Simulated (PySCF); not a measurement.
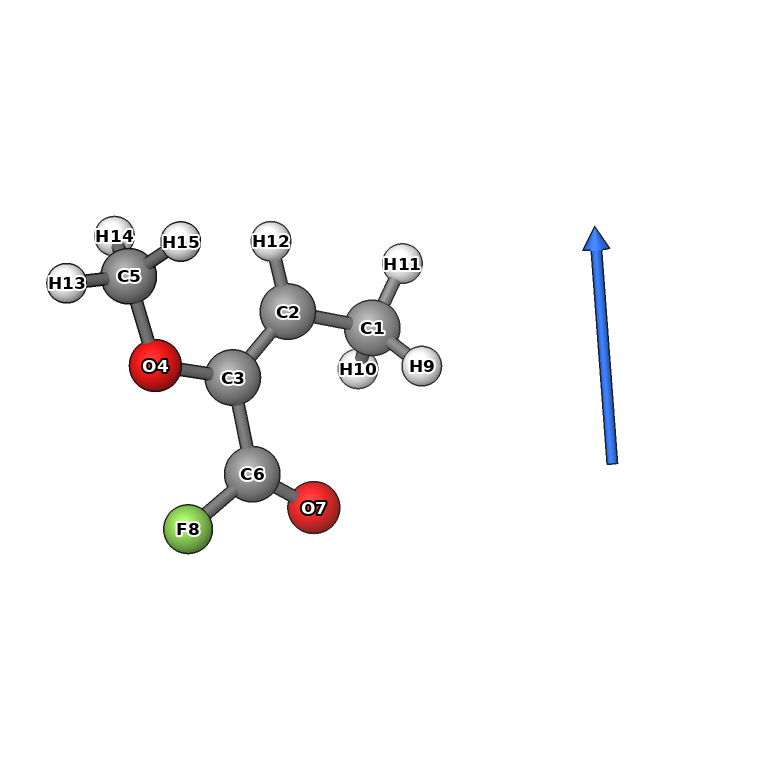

The arrow beside the molecule shows the direction of the dipole moment, from the negative to the positive end (its length means nothing). The computed structure is the end point of a GFN2-xTB optimisation. No frequency run is at hand to confirm it as a minimum. Properties computed with PBE0/def2-SVPD, gas phase (PySCF 2.14.0).

Question: Estimate the dipole moment.

Answer: 4.38 D; it points from the side of O7, F8 to the side of H14, H15 (the outermost atoms at the two ends).
